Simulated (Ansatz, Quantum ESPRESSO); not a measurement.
# Ni(100), 5 layers against a metal electrode, part 2 of 7

Wanted: the capacitance of Ni(100), 5 layers by the effective screening medium.

Quantum ESPRESSO 7.5; plane-wave DFT, PBE, GBRV ultrasoft pseudopotentials; geometry by Ansatz 0.2.0 with PAW datasets.

So far. Step 2 (Geometry from Ansatz): The relaxation lowers the energy by 2 meV an atom. Held were the atoms numbered 1, 2 and 3; the forces quoted are those on the free ones.

## 3. Self-consistent run: charge -0.0186 e

ESM with bc3 puts vacuum below and a metal electrode at the cell's upper end, z = c/2, which holds the counter charge and sets the zero of potential. tot_charge counts missing electrons, so a negative value adds electrons. The energies and forces that the log prints for charged cells are not used here.

Level of this step: plane-wave DFT, PBE, GBRV ultrasoft pseudopotentials (Quantum ESPRESSO 7.5).

File q0.in:

```
&control
  prefix = 'q0'
  outdir = './out'
  pseudo_dir = './pseudo'
  calculation = 'scf'
  tprnfor = .true.
/
&system
  ibrav = 0
  nat = 5
  ntyp = 1
  ecutwfc = 40
  ecutrho = 200
  occupations = 'smearing'
  smearing = 'mv'
  degauss = 0.02
  assume_isolated = 'esm'
  esm_bc = 'bc3'
  tot_charge = -0.0186
  nspin = 2
  starting_magnetization(1) = 0.12
/
&electrons
  conv_thr = 1e-08
  mixing_beta = 0.4
  electron_maxstep = 120
  mixing_mode = 'local-TF'
/
ATOMIC_SPECIES
  Ni  58.6934  ni_pbe_v1.4.uspp.F.UPF
CELL_PARAMETERS angstrom
  2.48901586980000 0.00000000000000 0.00000000000000
  0.00000000000000 2.48901586980000 0.00000000000000
  0.00000000000000 0.00000000000000 22.04000000000000
ATOMIC_POSITIONS crystal
  Ni  0.000000000000 0.000000000000 -0.090585682323
  Ni  0.500000000000 0.500000000000 -0.010730872823
  Ni  0.000000000000 0.000000000000 0.069123936577
  Ni  0.500000000000 0.500000000000 0.149714045237
  Ni  -0.000000000000 0.000000000000 0.226701834773
K_POINTS automatic
  12 12 1 0 0 0
```

Command:

```console
$ OMP_NUM_THREADS=1 mpirun -n 4 pw.x -nk 4 -in q0.in > q0.out
```

What it wrote:

```text
Program PWSCF v.7.5 starts
[citation notice left out]

     Parallel version (MPI & OpenMP), running on       4 processor cores
     Number of MPI processes:                 4
     Threads/MPI process:                     1

     MPI processes distributed on     1 nodes
[...]
Current dimensions of program PWSCF are:
     Max number of different atomic species (ntypx) = 10
     Max number of k-points (npk) =  40000
     Max angular momentum in pseudopotentials (lmaxx) =  4
     Message from routine setup:
     using ibrav=0 with symmetry is DISCOURAGED, use correct ibrav instead

     K-points division:     npool     =       4
     Subspace diagonalization in iterative solution of the eigenvalue problem:
     a serial algorithm will be used

     G-vector sticks info
     --------------------
     sticks:   dense  smooth     PW     G-vecs:    dense   smooth      PW
     Sum         349     285     97                44063    31571    6057

     Using Slab Decomposition

     bravais-lattice index     =            0
     lattice parameter (alat)  =       4.7036  a.u.
     unit-cell volume          =     921.4325 (a.u.)^3
     number of atoms/cell      =            5
     number of atomic types    =            1
     number of electrons       =        90.02
     number of Kohn-Sham states=           54
     kinetic-energy cutoff     =      40.0000  Ry
     charge density cutoff     =     200.0000  Ry
     scf convergence threshold =      1.0E-08
     mixing beta               =       0.4000
     number of iterations used =            8  local-TF  mixing
     Exchange-correlation=  SLA  PW   PBX  PBC
                           (   1   4   3   4   0   0   0)

     Effective Screening Medium Method
     =================================
     Boundary Conditions: Vacuum-Slab-Metal
     total charge in unit cell        =  -0.0186
     grid points for fit at edges     =        4

     celldm(1)=   4.703558  celldm(2)=   0.000000  celldm(3)=   0.000000
     celldm(4)=   0.000000  celldm(5)=   0.000000  celldm(6)=   0.000000

     crystal axes: (cart. coord. in units of alat)
               a(1) = (   1.000000   0.000000   0.000000 )
               a(2) = (   0.000000   1.000000   0.000000 )
               a(3) = (   0.000000   0.000000   8.854905 )

     reciprocal axes: (cart. coord. in units 2 pi/alat)
               b(1) = (  1.000000  0.000000  0.000000 )
               b(2) = (  0.000000  1.000000  0.000000 )
               b(3) = (  0.000000  0.000000  0.112932 )

     PseudoPot. # 1 for Ni read from file:
     ./pseudo/ni_pbe_v1.4.uspp.F.UPF
     Pseudo is Ultrasoft + core correction, Zval = 18.0
     Generated by new atomic code, or converted to UPF format
     Using radial grid of  865 points,  6 beta functions with:
                l(1) =   0
                l(2) =   0
                l(3) =   1
                l(4) =   1
                l(5) =   2
                l(6) =   2
     Q(r) pseudized with 10 coefficients,  rinner =    0.980   0.980   0.980
                                                       0.980   0.980

     atomic species   valence    mass     pseudopotential
     Ni               18.00    58.69340     Ni( 1.00)

     Starting magnetic structure
     atomic species   magnetization
     Ni              0.120

      8 Sym. Ops. (no inversion) found

   Cartesian axes

     site n.     atom                  positions (alat units)
         1        Ni     tau(   1) = (   0.0000000   0.0000000  -0.8021276  )
         2        Ni     tau(   2) = (   0.5000000   0.5000000  -0.0950209  )
         3        Ni     tau(   3) = (   0.0000000   0.0000000   0.6120859  )
         4        Ni     tau(   4) = (   0.5000000   0.5000000   1.3257037  )
         5        Ni     tau(   5) = (   0.0000000   0.0000000   2.0074233  )

     number of k points=    28  Marzari-Vanderbilt smearing, width (Ry)=  0.0200
                       cart. coord. in units 2pi/alat
        k(    1) = (   0.0000000   0.0000000   0.0000000), wk =   0.0069444
        k(    2) = (   0.0000000   0.0833333   0.0000000), wk =   0.0277778
        k(    3) = (   0.0000000   0.1666667   0.0000000), wk =   0.0277778
        k(    4) = (   0.0000000   0.2500000   0.0000000), wk =   0.0277778
        k(    5) = (   0.0000000   0.3333333   0.0000000), wk =   0.0277778
        k(    6) = (   0.0000000   0.4166667   0.0000000), wk =   0.0277778
        k(    7) = (   0.0000000  -0.5000000   0.0000000), wk =   0.0138889
        k(    8) = (   0.0833333   0.0833333   0.0000000), wk =   0.0277778
        k(    9) = (   0.0833333   0.1666667   0.0000000), wk =   0.0555556
        k(   10) = (   0.0833333   0.2500000   0.0000000), wk =   0.0555556
[...]
k(   28) = (  -0.5000000  -0.5000000   0.0000000), wk =   0.0069444

     Dense  grid:    44063 G-vectors     FFT dimensions: (  24,  24, 192)

     Smooth grid:    31571 G-vectors     FFT dimensions: (  20,  20, 180)

     Estimated max dynamical RAM per process >     132.83 MB

     Estimated total dynamical RAM >     466.79 MB

     Check: negative core charge=   -0.000015
     Generating pointlists ...
     new r_m :   0.4052 (alat units)  1.9057 (a.u.) for type    1

     Initial potential from superposition of free atoms

     starting charge      80.0000, renormalised to      90.0186

     negative rho (up, down):  1.315E-03 1.033E-03
     Starting wfcs are   65 randomized atomic wfcs

     total cpu time spent up to now is        1.6 secs

     per-process dynamical memory:    91.2 Mb

     Self-consistent Calculation

     iteration #  1     ecut=    40.00 Ry     beta= 0.40
     Davidson diagonalization with overlap
     c_bands:  1 eigenvalues not converged
     c_bands:  1 eigenvalues not converged
     c_bands:  2 eigenvalues not converged
     c_bands:  1 eigenvalues not converged
     c_bands:  1 eigenvalues not converged
     c_bands:  3 eigenvalues not converged
     ethr =  1.00E-02,  avg # of iterations = 32.1

     negative rho (up, down):  2.429E-01 1.734E-01

     total cpu time spent up to now is       24.0 secs

     total energy              =   -1692.83349824 Ry
     estimated scf accuracy    <     747.78267230 Ry

     total magnetization       =     0.82 Bohr mag/cell
     absolute magnetization    =     1.94 Bohr mag/cell

     iteration #  2     ecut=    40.00 Ry     beta= 0.40
[...]
c_bands:  5 eigenvalues not converged
     c_bands:  3 eigenvalues not converged
     c_bands:  2 eigenvalues not converged
     c_bands:  2 eigenvalues not converged
[...]
iteration # 94     ecut=    40.00 Ry     beta= 0.40
[...]
negative rho (up, down):  2.306E-04 2.964E-04

[...]
total energy              =   -1716.26474537 Ry
     estimated scf accuracy    <       0.00000009 Ry

     total magnetization       =     3.59 Bohr mag/cell
     absolute magnetization    =     4.13 Bohr mag/cell

     iteration # 95     ecut=    40.00 Ry     beta= 0.40
[...]
negative rho (up, down):  2.328E-04 2.985E-04

[...]
total energy              =   -1716.26472770 Ry
     estimated scf accuracy    <       0.00000004 Ry

     total magnetization       =     3.59 Bohr mag/cell
     absolute magnetization    =     4.13 Bohr mag/cell

     iteration # 96     ecut=    40.00 Ry     beta= 0.40
[...]
negative rho (up, down):  2.353E-04 3.010E-04

[...]
total energy              =   -1716.26472514 Ry
     estimated scf accuracy    <       0.00000009 Ry

     total magnetization       =     3.59 Bohr mag/cell
     absolute magnetization    =     4.13 Bohr mag/cell

     iteration # 97     ecut=    40.00 Ry     beta= 0.40
[...]
negative rho (up, down):  2.370E-04 3.025E-04

[...]
total energy              =   -1716.26474260 Ry
     estimated scf accuracy    <       0.00000007 Ry

     total magnetization       =     3.59 Bohr mag/cell
     absolute magnetization    =     4.13 Bohr mag/cell

     iteration # 98     ecut=    40.00 Ry     beta= 0.40
[...]
negative rho (up, down):  2.413E-04 3.065E-04

[...]
total energy              =   -1716.26484032 Ry
     estimated scf accuracy    <       0.00000006 Ry

     total magnetization       =     3.59 Bohr mag/cell
     absolute magnetization    =     4.13 Bohr mag/cell

     iteration # 99     ecut=    40.00 Ry     beta= 0.40
[...]
negative rho (up, down):  2.410E-04 3.064E-04

[...]
total energy              =   -1716.26480663 Ry
     estimated scf accuracy    <       0.00000004 Ry

     total magnetization       =     3.59 Bohr mag/cell
     absolute magnetization    =     4.13 Bohr mag/cell

     iteration #100     ecut=    40.00 Ry     beta= 0.40
[...]
negative rho (up, down):  2.428E-04 3.081E-04

     Magnetic moment per site  (integrated on atomic sphere of radius R)
     atom   1 (R=0.405)  charge= 16.5053  magn=  0.8190
     atom   2 (R=0.405)  charge= 16.5926  magn=  0.7379
     atom   3 (R=0.405)  charge= 16.5954  magn=  0.7248
     atom   4 (R=0.405)  charge= 16.6069  magn=  0.7371
     atom   5 (R=0.405)  charge= 16.5261  magn=  0.8089

[...]
End of self-consistent calculation

 ------ SPIN UP ------------

          k = 0.0000 0.0000 0.0000 (  3959 PWs)   bands (ev):

  -106.3849-106.3534-106.3030-106.0303-106.0014 -66.8143 -66.7618 -66.7010
   -66.7010 -66.6684 -66.6684 -66.6600 -66.6026 -66.6026 -66.4215 -66.4215
   -66.3904 -66.3904 -66.2777 -66.2550 -11.2395 -10.0436  -8.3536  -7.2081
    -7.1482  -6.6781  -6.3221  -5.7850  -5.3195  -5.0909  -4.9216  -4.9216
    -4.5485  -4.5485  -4.4164  -4.1554  -3.9636  -3.9428  -3.9428  -3.8621
    -3.8344  -3.7178  -3.4392  -3.4171  -3.4171  -3.2702  -3.1989  -3.1435
    -3.1435  -2.0931  -0.7862   0.9686   2.1782   2.9927

          k = 0.0000 0.0833 0.0000 (  3951 PWs)   bands (ev):

  -106.3841-106.3525-106.3025-106.0296-106.0007 -66.8122 -66.7628 -66.7089
   -66.6999 -66.6811 -66.6674 -66.6548 -66.6095 -66.6025 -66.4287 -66.4211
   -66.3977 -66.3899 -66.2770 -66.2544 -11.0613  -9.8762  -8.2076  -7.0927
    -7.0411  -6.6208  -6.2749  -5.7563  -5.3096  -5.0473  -4.9406  -4.8978
    -4.7251  -4.5627  -4.3751  -4.2282  -4.1050  -4.0509  -3.9537  -3.8967
    -3.6743  -3.6509  -3.5842  -3.5399  -3.3366  -3.3264  -3.2354  -3.2227
    -3.1287  -1.7136  -0.3667   1.1491   2.3587   3.1566

          k = 0.0000 0.1667 0.0000 (  3949 PWs)   bands (ev):

  -106.3817-106.3500-106.3011-106.0277-105.9987 -66.8067 -66.7671 -66.7292
   -66.7040 -66.6969 -66.6647 -66.6529 -66.6275 -66.6025 -66.4482 -66.4199
   -66.4175 -66.3885 -66.2753 -66.2527 -10.5401  -9.3972  -7.8216  -6.8169
    -6.7597  -6.4530  -6.1106  -5.6454  -5.3093  -4.9559  -4.9521  -4.8769
    -4.8364  -4.7433  -4.6117  -4.2544  -4.2462  -4.0867  -4.0236  -3.9162
    -3.8988  -3.7438  -3.7259  -3.6929  -3.4306  -3.3683  -3.1911  -3.1464
    -2.6958  -0.9333   0.5579   1.6904   2.8986   3.6424

          k = 0.0000 0.2500 0.0000 (  3927 PWs)   bands (ev):

  -106.3784-106.3466-106.2993-106.0251-105.9961 -66.8014 -66.7785 -66.7505
   -66.7311 -66.6928 -66.6606 -66.6561 -66.6489 -66.6027 -66.4743 -66.4442
   -66.4181 -66.3866 -66.2730 -66.2504  -9.7223  -8.6921  -7.3864  -6.5706
    -6.4678  -6.1882  -5.7622  -5.3579  -5.3361  -4.9857  -4.9446  -4.8689
    -4.8351  -4.7786  -4.6985  -4.5173  -4.4342  -4.4300  -4.2231  -3.8493
    -3.8140  -3.8111  -3.7434  -3.5334  -3.4744  -3.3292  -3.2191  -3.1719
    -2.0178   0.0085   1.6800   2.5790   3.7932   4.3833

          k = 0.0000 0.3333 0.0000 (  3910 PWs)   bands (ev):

  -106.3751-106.3431-106.2975-106.0224-105.9934 -66.8061 -66.7952 -66.7626
   -66.7542 -66.6887 -66.6674 -66.6607 -66.6563 -66.6030 -66.4998 -66.4704
   -66.4164 -66.3846 -66.2710 -66.2484  -8.7113  -7.9580  -7.1503  -6.5353
    -6.2565  -5.8787  -5.3982  -5.3455  -5.0606  -5.0154  -4.9522  -4.8085
    -4.8018  -4.7717  -4.7190  -4.5205  -4.4385  -4.4188  -4.3516  -4.0062
    -3.8937  -3.5554  -3.5249  -3.3926  -3.3478  -3.2694  -3.1963  -3.1537
    -1.2832   0.8737   2.6667   2.8067   3.7301   4.2740

          k = 0.0000 0.4167 0.0000 (  3934 PWs)   bands (ev):

  -106.3728-106.3406-106.2962-106.0205-105.9914 -66.8224 -66.8027 -66.7807
   -66.7560 -66.6857 -66.6770 -66.6666 -66.6530 -66.6035 -66.5181 -66.4894
   -66.4151 -66.3832 -66.2695 -66.2468  -7.7366  -7.4729  -7.0866  -6.5981
    -6.2392  -5.5704  -5.3811  -5.2272  -5.0568  -4.9703  -4.8972  -4.8955
    -4.8849  -4.7782  -4.6841  -4.5600  -4.5489  -4.1355  -4.0036  -3.8562
    -3.5817  -3.4935  -3.4512  -3.2580  -3.2348  -3.0059  -2.8538  -2.6369
    -0.9122  -0.0783   2.0261   2.2657   4.0623   4.6660

[...]
the Fermi energy is    -2.5322 ev

!    total energy              =   -1716.26479208 Ry
     estimated scf accuracy    <          7.3E-09 Ry
     smearing contrib. (-TS)   =       0.00133442 Ry
     internal energy E=F+TS    =   -1716.26612650 Ry

     The total energy is F=E-TS. E is the sum of the following terms:
     one-electron contribution = -141190.54720133 Ry
     hartree contribution      =   70586.21486913 Ry
     xc contribution           =    -177.67574169 Ry
     ewald contribution        =   69065.74194739 Ry

     total magnetization       =     3.59 Bohr mag/cell
     absolute magnetization    =     4.13 Bohr mag/cell

     convergence has been achieved in 100 iterations

     negative rho (up, down):  2.428E-04 3.081E-04

     Forces acting on atoms (cartesian axes, Ry/au):

     atom    1 type  1   force =     0.00000000    0.00000000    0.01398920
     atom    2 type  1   force =     0.00000000    0.00000000   -0.01537382
     atom    3 type  1   force =     0.00000000    0.00000000    0.00118463
     atom    4 type  1   force =     0.00000000    0.00000000    0.00080429
     atom    5 type  1   force =     0.00000000    0.00000000   -0.00115418

     Total force =     0.020867     Total SCF correction =     0.001070

[...]
=------------------------------------------------------------------------------=
   JOB DONE.
=------------------------------------------------------------------------------=
[...]
```

The job ended after 8.3 min (4 MPI ranks of Arm Neoverse V2, shared host; peak memory 0.63 GiB; 33 min of CPU time).

This step gave:

- Fermi energy: -2.532 eV
- magnetization: 3.59 μB
- absolute magnetization: 4.13 μB
- site moments: 0.819, 0.7379, 0.7248, 0.7371, 0.8089 μB
- vacuum line at the lower end of the cell, over the Fermi level: 4.899 eV
- slope of the potential above: -0.5411 eV/Å
- vacuum line at the upper end of the cell, over the Fermi level: 2.534 eV

The potential energy, planar mean oscillates, so the rows of the table below give means over windows of 1.78 Å about each position, cut where the curve ends. Its maxima inside the range that stand out by 2 % of the span (Å: eV): -1.1: -2.08, 0.7: -2.26, 2.4: -2.05, 4.1: -2.76, 7.1: 4.41. Its minima: -1.9: -21.2, -0.2: -21.5, 1.5: -21.4, 3.3: -21.5, 5.0: -21.2.

Electrostatic potential energy of an electron; zero at the Fermi level. Table of potential energy, planar mean by z; means over each step:

```tsv
z (Å)	potential energy, planar mean (eV)
-10.13	4.90
-8.35	4.90
-6.57	4.90
-4.79	4.83
-3.01	-1.66
-1.23	-11.0
0.55	-11.1
2.33	-10.9
4.11	-11.9
5.89	-3.38
7.67	4.22
9.45	3.38
```

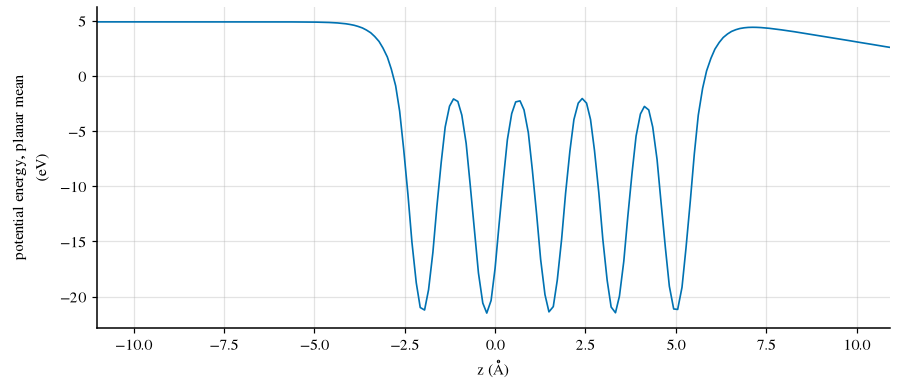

Potential energy, planar mean against z.

The program's own clock; routines nest. Time by routine:

```tsv
routine	wall time (s)	calls
PWSCF	496.3	1
electrons	494	1
c_bands	434.8	100
cegterg	390.2	1477
h_psi	192.7	9385
vloc_psi	133.1	9385
fftw	130.4	554672
calbec	38.57	10841
sum_band	37.04	100
h_psi:calbec	29.4	9385
add_vuspsi	29.27	9385
s_psi	29.08	9385
cdiaghg	24.12	9355
mix_rho	12.21	100
```

The run needed 100 iterations to bring the estimated error under 1e-08 Ry. The cell keeps a moment of 3.6 μB.

Inside the slab this potential holds the local part of the pseudopotentials, which can be repulsive at the nuclei; only its value in the vacuum has a meaning of its own.

Gauss's law asks for a slope of 180.95 q/A = -0.543 eV/Å in the gap; the run gives -0.541.

(Part 2 of 7 ends here.)

[Logs are printed without paths, hosts, clocks, repeated set-up lines and the standing remarks that a program may print on its own settings, such as how far it seeks lower states.]

[Hosts, paths, dates, database ids (printed as entryN), source tags and the programs' standing remarks are cut or masked in the printed files.]

[Maps of the electrostatic potential energy from Ansatz leave out the sawtooth potential of an applied field or a dipole correction, so their vacuum need not be flat; planar profiles and work functions include it.]
